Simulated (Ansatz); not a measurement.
# Ta₃ (charge +1): what the fields show

```xyz
3

Ta   -0.0131    1.3813   -0.4542
Ta    1.2004   -0.7556    0.3204
Ta   -1.1873   -0.6257    0.1339
```

Geometry: PBE-D4/def2-TZVP; core potentials replace the inner electrons of Ta.

Computed with Ansatz, RKS PBE0-D4/def2-TZVP.

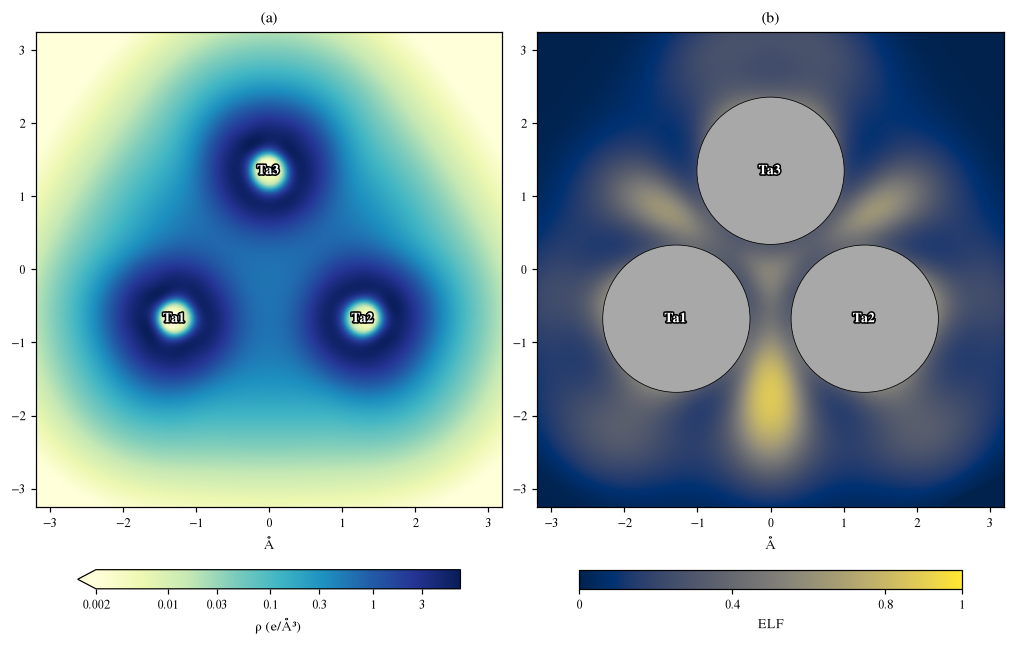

Figure 1. (a) electron density; (b) electron localisation function on the molecular plane. Grey discs cover the atomic cores in the ELF map.

> What do the fields say about this system?

The plane passes through Ta nuclei.
Ta–Ta (2.40 Å): the density is about 0.75 e/Å³ at the midpoint; the ELF is about 0.35 at the midpoint.
Ta–Ta (2.58 Å): the density is about 0.61 e/Å³ at the midpoint; the ELF is about 0.45 at the midpoint.

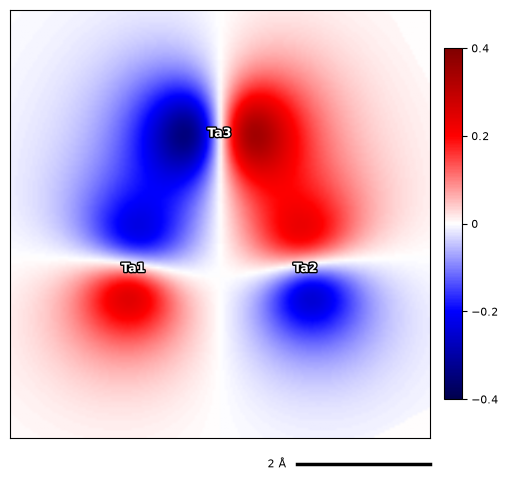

Figure 2. The HOMO−1 on a plane 0.8 Å above the molecular plane (values in Å⁻³ᐟ²; the overall sign is arbitrary).

> Describe this orbital and give its energy.

It lies mainly on Ta3 (about 50 %), Ta1 (about 25 %) and Ta2 (about 25 %). Its energy is −9.04 eV.
